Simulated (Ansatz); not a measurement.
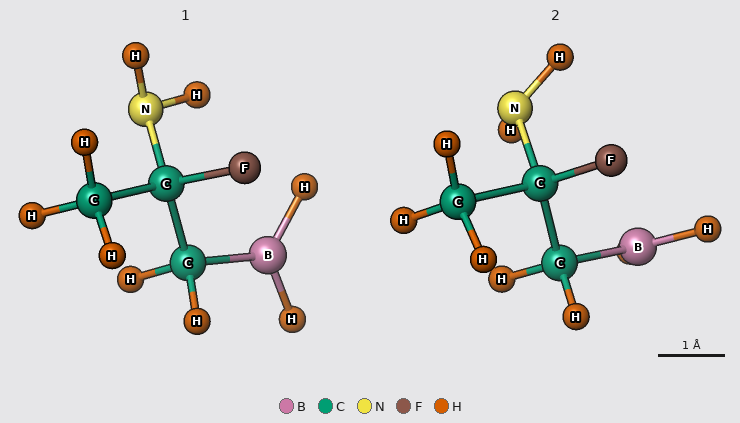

Two geometries of C3H9BFN, drawn at one scale. One is the start of a relaxation, the other its converged end. The picture is a ball-and-stick view, seen from a free direction.

All numbers below come from RKS B3LYP/cc-pVDZ (Ansatz 0.2.0). (no spin polarisation; force threshold 0.015 eV/Å; at most 40 steps)

Which geometry has the lower energy?

Answer. Structure 1 is the relaxed one. The run prepares an end point of a later path (torsion) calculation, from a guessed geometry. Over 19 accepted moves (23 points after the start) the energy falls by 22.1 kcal/mol. The largest force component goes from 5 to 0.0055 eV/Å. The line search rejected the trial steps at points 10, 14, 18, 20 of the run. An H atom moves most after the best rigid fit: 1.26 Å. Largest moves by element: H 1.26 Å, F 0.15 Å, B 0.13 Å, C 0.11 Å, N 0.04 Å. Near-neighbour distances that change, for instance: C–H 1.195 → 1.100 Å, B–H 1.131 → 1.207 Å, C–F 1.373 → 1.445 Å, C–C 1.594 → 1.523 Å. Among the angles between lasting bonds that change: C–B–H 115.1° → 122.9°, C–C–H 102.9° → 110.2°, H–C–H 110.9° → 104.2°. Groups turn about B–C by about 70°, C–N by about 65°. Cost: 120 s on 2 threads of Arm Neoverse V1 (shared host), peak memory 0.34 GiB.
